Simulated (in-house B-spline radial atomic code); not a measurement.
# Sr³⁺: a fraction of an electron removed from 4p

Aim: the energy of Sr³⁺ as a fraction of an electron is removed from 4p, to see how far it bends away from a straight line.

Program: in-house B-spline radial atomic code version 1. Level of theory: scalar-relativistic (spin-free one-electron X2C) BHandHLYP, spin-polarised, spherical fractional occupations, Fermi nucleus, basis-set limit. These are calculated values, not measurements, unless marked.

**1. What is computed**

- element: strontium (Z = 38)
- charge: +3
- electrons: 35
- configuration: [Ar] 3d10 4s2 4p5
- Hamiltonian: scalar-relativistic (X2C)
- nucleus: Fermi, rms radius 4.224 fm

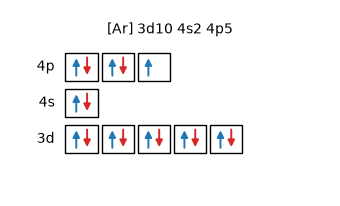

The shells outside the core, filled by Hund's rule for the drawing.

Where spins are not typed, each open shell is filled with up spins first.

**2. The start, at fraction 0**

Settings, as recorded:

```ini
Z = 38
electrons = 35.0
configuration = [Ar] 3d10 4s2 4p5
hamiltonian = x2c
method = bhandhlyp
spin_polarised = True
nucleus = fermi
rms_radius = 4.224
mass_number = 88
atomic_mass = 87.905612253
speed_of_light = 137.035999084
```

**3. 0.2 electron removed from 4p**

Settings: those of step 2 with these lines changed.

```diff
@@ -1,4 +1,4 @@
 Z = 38
-electrons = 35.0
-configuration = [Ar] 3d10 4s2 4p5
+electrons = 34.8
+configuration = [Ar] 3d10 4s2 4p4.8
 hamiltonian = x2c
```

**4. 0.36 electron removed from 4p**

Settings: those of step 3 with these lines changed.

```diff
@@ -1,4 +1,4 @@
 Z = 38
-electrons = 34.8
-configuration = [Ar] 3d10 4s2 4p4.8
+electrons = 34.64
+configuration = [Ar] 3d10 4s2 4p4.64
 hamiltonian = x2c
```

**5. 0.48 electron removed from 4p**

Settings: those of step 4 with these lines changed.

```diff
@@ -1,4 +1,4 @@
 Z = 38
-electrons = 34.64
-configuration = [Ar] 3d10 4s2 4p4.64
+electrons = 34.519999999999996
+configuration = [Ar] 3d10 4s2 4p4.52
 hamiltonian = x2c
```

**6. 0.5 electron removed from 4p**

Settings: those of step 5 with these lines changed.

```diff
@@ -1,4 +1,4 @@
 Z = 38
-electrons = 34.519999999999996
-configuration = [Ar] 3d10 4s2 4p4.52
+electrons = 34.5
+configuration = [Ar] 3d10 4s2 4p4.5
 hamiltonian = x2c
```

**7. 0.52 electron removed from 4p**

Settings: those of step 6 with these lines changed.

```diff
@@ -1,4 +1,4 @@
 Z = 38
-electrons = 34.5
-configuration = [Ar] 3d10 4s2 4p4.5
+electrons = 34.480000000000004
+configuration = [Ar] 3d10 4s2 4p4.48
 hamiltonian = x2c
```

**8. 0.64 electron removed from 4p**

Settings: those of step 7 with these lines changed.

```diff
@@ -1,4 +1,4 @@
 Z = 38
-electrons = 34.480000000000004
-configuration = [Ar] 3d10 4s2 4p4.48
+electrons = 34.36
+configuration = [Ar] 3d10 4s2 4p4.36
 hamiltonian = x2c
```

**9. 0.84 electron removed from 4p**

Settings: those of step 8 with these lines changed.

```diff
@@ -1,4 +1,4 @@
 Z = 38
-electrons = 34.36
-configuration = [Ar] 3d10 4s2 4p4.36
+electrons = 34.16
+configuration = [Ar] 3d10 4s2 4p4.16
 hamiltonian = x2c
```

**10. 0.95 electron removed from 4p**

Settings: those of step 9 with these lines changed.

```diff
@@ -1,4 +1,4 @@
 Z = 38
-electrons = 34.16
-configuration = [Ar] 3d10 4s2 4p4.16
+electrons = 34.05
+configuration = [Ar] 3d10 4s2 4p4.05
 hamiltonian = x2c
```

**11. 1 electron removed from 4p**

Settings: those of step 10 with these lines changed.

```diff
@@ -1,4 +1,4 @@
 Z = 38
-electrons = 34.05
-configuration = [Ar] 3d10 4s2 4p4.05
+electrons = 34.0
+configuration = [Ar] 3d10 4s2 4p4
 hamiltonian = x2c
```

How does the energy change with the fraction, and which way and how far does it bend from the straight line between the ends?

**Answer**, as computed:

| fraction | energy change (eV) | less the straight line (eV) | level 4p down (eV) | sum of <r²> (bohr²) |
| --- | --- | --- | --- | --- |
| 0 | 0.0000 | 0.0000 | -50.831 | 22.335 |
| 0.2 | 10.3845 | -0.8862 | -53.018 | 21.608 |
| 0.36 | 19.0083 | -1.2791 | -54.781 | 21.039 |
| 0.48 | 25.6618 | -1.3881 | -56.112 | 20.620 |
| 0.5 | 26.7863 | -1.3907 | -56.334 | 20.551 |
| 0.52 | 27.9152 | -1.3889 | -56.557 | 20.481 |
| 0.64 | 34.7822 | -1.2842 | -57.896 | 20.070 |
| 0.84 | 46.5859 | -0.7513 | -60.144 | 19.397 |
| 0.95 | 53.2702 | -0.2660 | -61.389 | 19.034 |
| 1 | 56.3539 | 0.0000 | -61.957 | 18.870 |

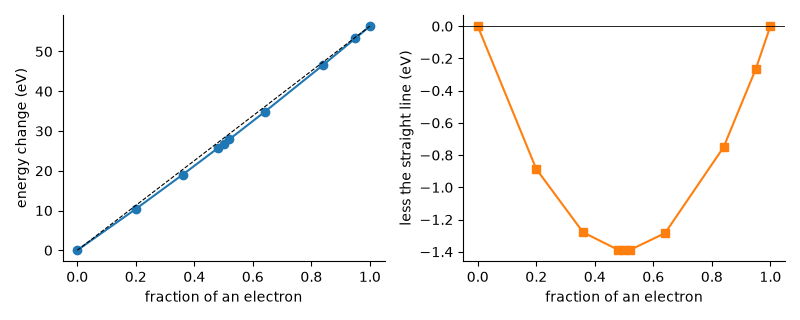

Energy against the fraction, with the straight line between the ends (left), and the difference from it (right).

**Reading.** From fraction 0 to 1 the energy changes by 56.354 eV. It sags under the straight line by up to 1.39 eV (at 0.5); exact theory is straight between whole electron numbers, so this convex bend is an error (delocalisation) that favours fractional charges. Slater's transition state, the slope from the orbital energy at fraction 0.5 (Janak's theorem), gives 56.334 eV for the whole step. The tabulated ionisation energy is 56.28 ± 0.003 eV (semi-empirical; NIST Atomic Spectra Database), so the whole step is off by +0.07 eV, and minus the highest level at fraction 0 (50.831 eV) by -5.45 eV. Spin-orbit coupling is left out. Open shells are averaged (over orientations, and over spins where the run is restricted), while tables refer to the lowest levels. Here exact exchange is taken at spherical fractional occupations, which leaves self-interaction in open p, d and f shells; that spoils the energies somewhat, at whole numbers too.
